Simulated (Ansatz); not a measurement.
# Phonon-limited resistivity of Pd(100) film of 4 layers, part 3 of 4

The plan: relax Pd(100) film of 4 layers, check its phonons, and, if the lattice is stable, compute its Eliashberg function and ρ(T).

Ansatz 0.2.0; DFT PBE, scalar-relativistic, plane waves, PAW.

So far. Step 4 (Phonons: q 2×2×1, k 6×6×1): Among the solved wavevectors the lowest mode, translations apart, is 45.4 cm⁻¹, so these are real on this k mesh. Step 5 (Resistivity: q 2×2×1, k 6×6×1, scattering 12×12×1): The run stops because a mode is imaginary on the scattering mesh, where no scattering rate is defined; denser k meshes, other smearings and, between solved wavevectors, finer q meshes show whether the instability is real.

### Step 6. Electron–phonon run: q 3×3×1, k 9×9×1, scattering 12×12×1

The next rung changes the q mesh, which sets the reach of the force constants and couplings; the k mesh of the density and its response.

File input.yaml:

```yaml
crystal:
  lattice:
    - [2.7099735024, 0.0, 0.0]
    - [0.0, 2.7099735024, 0.0]
    - [0.0, 0.0, 35.4699997778]
  atoms:
    - { symbol: Pd, position: [0.0, 0.0, 0.1514958401] }
    - { symbol: Pd, position: [0.5, 0.5, 0.2085052597] }
    - { symbol: Pd, position: [0.0, 0.0, 0.2661211882] }
    - { symbol: Pd, position: [0.5, 0.5, 0.3231306078] }
  periodic: [true, true, false]
kpoints:
  mp_grid: { grid: [9, 9, 1] }
hamiltonian:
  xc: pbe
scf:
  occupations: { method: methfessel_paxton, width: 0.2 }
output:
  eigenvalues: true
phonons:
  method: dfpt
  qmesh: [3, 3, 1]
  temperatures: { t_max: 1000, t_step: 50 }
  qpath:
    path: [[0.0, 0.0, 0.0], [0.0, 0.5, 0.0], [0.5, 0.5, 0.0], [0.0, 0.0, 0.0]]
    npoints: 10
  electrical_resistivity:
    mesh: [12, 12, 1]
    temperatures: [20.0, 50.0, 77.0, 100.0, 150.0, 200.0, 300.0, 400.0, 600.0, 800.0]
```

Launch:

```sh
$ ansatz run input.yaml --threads 4 --pin off --max-ram 16384MiB --backend cpu --events-out ev --progress --plain --runs-dir out
```

Numbers of over 12 decimals in the logs are rounded to 6 here.

The program printed:

```text
[...]
Crystal: 4 atoms, lattice volume = 260.490 Å³
Basis set: ecut = 420 eV, 5187 PW (Γ), exchange–correlation on 40×40×480 points (8 copies of the dense FFT grid, shifted against one another)
Bands: 44, of which v1, the nominal top of the filled ones, is band 36 counted from 1 (35 counted from 0)
Symmetry: 16 space group operations
k-points: 15 of 81 (irreducible under 8 space group operations)
[...]
SCF iter   1: F=—  HF=-27889.996782 eV  |F-HF|=—  |Δ(HF+E_count)|=         —  Δρ=7.33e-3  dr2=6.62e-1  ethr=1.77e-3  ⟨swp⟩=20.8  Hψ=5578  notcnv=0
[...]
SCF iter  13: F=-27889.969701 eV  HF=-27889.969701 eV  |F-HF|=4.98e-10  |Δ(HF+E_count)|=   1.30e-9  S|Δr|=    0.00e0  Δρ=2.71e-8  dr2=1.87e-12  ethr=1.00e-12  ⟨swp⟩=24.6  Hψ=5307  notcnv=0
SCF 1 converged in 13 iterations: F = -27889.969701 eV  dr2 = 1.87e-12
[...]
k-points: 15 of 81
SCF iter   1: F=—  HF=-27889.996782 eV  |F-HF|=—  |Δ(HF+E_count)|=         —  Δρ=7.33e-3  dr2=6.62e-1  ethr=1.77e-3  ⟨swp⟩=20.8  Hψ=5578  notcnv=0
[...]
SCF iter  13: F=-27889.969701 eV  HF=-27889.969701 eV  |F-HF|=8.73e-11  |Δ(HF+E_count)|=   1.31e-9  S|Δr|=    0.00e0  Δρ=2.71e-8  dr2=1.97e-12  ethr=1.00e-12  ⟨swp⟩=4.1  Hψ=1809  notcnv=0
SCF 2 converged in 13 iterations: F = -27889.969701 eV  dr2 = 1.97e-12
[...]
SCF converged after 13 iterations
[...]
Free energy (F): -27889.969701 eV
[...]
Internal energy: -27889.946320 eV  (E = F + TS)
E sigma→0 (E₀):  -27889.963855 eV
Entropy (-TS):   -0.023380 eV (-5.845 meV/atom)
Fermi energy:    -5.176482 eV
[...]
--- Band table (eV; the first three rows and the last of 15) ---
  k-point 0: bands = [... 32 lower, -5.6333, -5.6333, -5.5981, -5.2170, -5.1120, -5.0416, -5.0416, -4.1967, ... 4 higher]
  k-point 1: bands = [... 32 lower, -5.9896, -5.9869, -5.4290, -5.4122, -5.3111, -5.2368, -5.0022, -3.5411, ... 4 higher]
  k-point 2: bands = [... 32 lower, -6.2051, -6.0575, -5.7257, -5.5974, -5.2166, -5.0813, -4.6410, -2.3865, ... 4 higher]
  k-point 14: bands = [... 32 lower, -4.9479, -4.8302, -4.5918, -4.5529, -1.1727, 0.1012, 0.8072, 2.1746, ... 4 higher]
  ° read free of the cell's end (the report's vacuum.weakly_bound_levels)
[...]
ASR residual: 4.471e-5 → 0.000e0 eV/Å²; symmetrization residual: 5.248e-7 eV/Å²
[...]
ASR residual per site (eV/Å²): 4.45e-5 1.38e-5 1.38e-5 4.47e-5
[...]
--- Phonons (arbitrary-q DFPT): 3 irreducible q on the 3×3×1 mesh ---
[...]
interpolated dispersion: 31 rows × 12 modes
[...]
zero-point energy: 0.095707 eV/cell   skipped modes (ω ≤ 0): 3   left out of the sums: 4.34e-4 of the cell's modes: C_V's classical limit lies that fraction below 3 k_B per atom; for a crystal, a wire or a layer, F and S can be off by more, and a phonons.interpolated_qmesh denser along its periods is the remedy for the sampling
--- Electrical resistivity: potentials and phonons of a 3×3×1 supercell ---
  scattering by harmonic phonons alone, with no dipole-dipole term; scattering by other electrons, impurities, surfaces and spin disorder is left out, and so is spin–orbit coupling
  the resistivity is that of a variational response, whose dependence on the energy is improved iteratively
  tensors lie in the sheet's plane, the Hall coefficient along its normal; that, the resistivity and the plasma energy are of the whole cell, vacuum included; the cell is 35.470 Å high
  at the Fermi level of each mesh (of a tensor half of its trace):
           mesh   spin    states/(eV spin)  plasma energy (eV)         λ      λ_tr    ħω_log (meV)
        12×12×1                     4.3664              2.9281    0.4460    0.5334           9.115
          6×6×1                     4.1411              2.9989    0.4154    0.5750           9.763
          3×3×1                     6.8190              3.6659    0.7139    1.4462          10.126
  resistivity on the deck's mesh, µΩ·cm:
     T (K)       trace/2  mesh converged            xx            yy            zz    lowest order   relaxation time
     20.00     3.4927e-1              no     3.4927e-1     3.4927e-1      0.0000e0       6.2052e-1         4.0511e-1
     50.00      5.1496e0             yes      5.1496e0      5.1496e0      0.0000e0        6.6102e0          5.1805e0
     77.00      1.2185e1             yes      1.2185e1      1.2185e1      0.0000e0        1.4478e1          1.2026e1
    100.00      1.8432e1             yes      1.8432e1      1.8432e1      0.0000e0        2.1414e1          1.8110e1
    150.00      3.1469e1             yes      3.1469e1      3.1469e1      0.0000e0        3.6106e1          3.0851e1
    200.00      4.3745e1             yes      4.3745e1      4.3745e1      0.0000e0        5.0076e1          4.2880e1
    300.00      6.6254e1             yes      6.6254e1      6.6254e1      0.0000e0        7.5981e1          6.4988e1
    400.00      8.5640e1              no      8.5640e1      8.5640e1      0.0000e0        9.9471e1          8.4147e1
    600.00      1.1370e2              no      1.1370e2      1.1370e2      0.0000e0        1.4065e2          1.1264e2
    800.00      1.2968e2              no      1.2968e2      1.2968e2      0.0000e0        1.7569e2          1.3022e2
  sheet resistance at 20 K: 0.9847 Ω
  mean free path at 20 K (of a tensor half of its trace): 1113 nm by what each carries, 575 by the Fermi surface alone
  sheet resistance at 50 K: 14.52 Ω
[...]
Hall coefficient in a weak field at 50 K (along the normal): -5.394e-10 m³/C (as a tensor it moves by 45.4 % between the two finest meshes); by each state's relaxation time: -5.648e-10 m³/C; by a constant relaxation time: -1.032e-9 m³/C
  sheet resistance at 77 K: 34.35 Ω
[...]
sheet resistance at 100 K: 51.96 Ω
[...]
sheet resistance at 150 K: 88.72 Ω
[...]
sheet resistance at 200 K: 123.3 Ω
[...]
sheet resistance at 300 K: 186.8 Ω
[...]
sheet resistance at 400 K: 241.4 Ω
[...]
sheet resistance at 600 K: 320.6 Ω
[...]
sheet resistance at 800 K: 365.6 Ω
[...]
the resistivity times a path that all electrons share, by the Fermi surface of the deck's mesh alone (half of the trace): 2.007e-15 Ω·m²
  not converged in the mesh (λ; λ_tr; the resistivity at 20 K by 20.97 %; the resistivity at 400 K by 2.16 %; the resistivity at 600 K by 5.22 %; the resistivity at 800 K by 10.57 %): between neighbouring meshes, the two finest first, λ moves by 6.86 % and 71.85 %, λ_tr by 7.81 % and 151.51 % and the resistivity by up to 20.97 % and 81.68 %; an estimate, no bound, puts it up to 9.2e-7 % above the Boltzmann equation's exact value after up to 9 iterations (at most 30 are made, fewer where the estimate is under 1.0e-6 % of each spin channel's own resistivity)
  vibrations of 9 cells: unjudged by the run; compare a larger repeat
  the changes of the potential over all sites missed a rigid shift's by 0.19 % (the site terms' by 0.01 %)
```

It took 9.8 min on 4 threads of Arm Neoverse V1, shared host; peak memory 3.9 GiB.

Numbers from this step:

```
zero point energy                                                              : 0.09571 eV/cell
share of imaginary modes in the plain interpolation between solved wavevectors : 0
highest frequency, solved or plainly interpolated                              : 219.9 cm⁻¹
cell height                                                                    : 35.47 Å
sheet resistance 300K                                                          : 186.8 Ω/square, mean in the plane
resistivity at 300 K                                                           : 66.25 μΩ cm, mean of the axes, of the whole cell with its vacuum
coupling constant λ                                                            : 0.446
density of states at the Fermi level                                           : 4.366 states/eV a spin and cell
log mean phonon energy ħω_log                                                  : 9.115 meV
transport coupling constant λ_tr                                               : 0.5334, 0.5334, 0 (xx, yy, zz)
Drude plasma energy                                                            : 2.928, 2.928, 0 eV (xx, yy, zz), of the whole cell with its vacuum
second-moment phonon energy ħω₂                                                : 12.71 meV, from the broadened α²F curve
```

The Eliashberg function α²F has structure finer than the step of the table below, so its rows give means over 2 meV, whole bins alone (the curve runs from 0.106 to 27.2 meV). Peaks (meV: height): α²F 11.2: 0.56, 15.9: 0.222, 22.0: 0.170; α²F tr 11.2: 0.549, 15.9: 0.387, 22.0: 0.225, 23.7: 0.165.

The Eliashberg function α²F by phonon energy; means over each step:

```
phonon energy (meV)     α²F   α²F tr
                  2  0.0124  0.00726
                  4  0.0175   0.0145
                  6  0.0463   0.0406
                  8   0.117    0.121
                 10   0.225    0.246
                 12   0.202    0.234
                 14   0.122    0.188
                 16   0.170    0.295
                 18   0.104    0.173
                 20  0.0731    0.107
                 22  0.0872    0.120
                 24  0.0532   0.0984
                 26  0.0393   0.0720
```

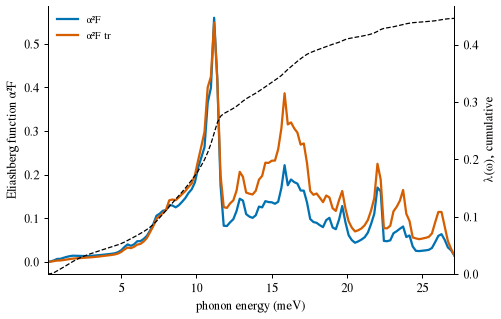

Eliashberg function α²F, plotted against phonon energy. The dashed line is the running λ.

The self-energy step met imaginary modes, so this run fell back to plain Fourier phonons and is not comparable with runs that kept it. By its own test the run is not converged in the mesh. λ = 0.446 and 187 Ω per square at 300 K.

[end of part 3 of 4]

[Logs are printed without paths, hosts, clocks, repeated set-up lines and the standing remarks that a program may print on its own settings, such as how far it seeks lower states.]

[Hosts, paths, dates, database ids (printed as entryN), source tags and the programs' standing remarks are cut or masked in the printed files.]
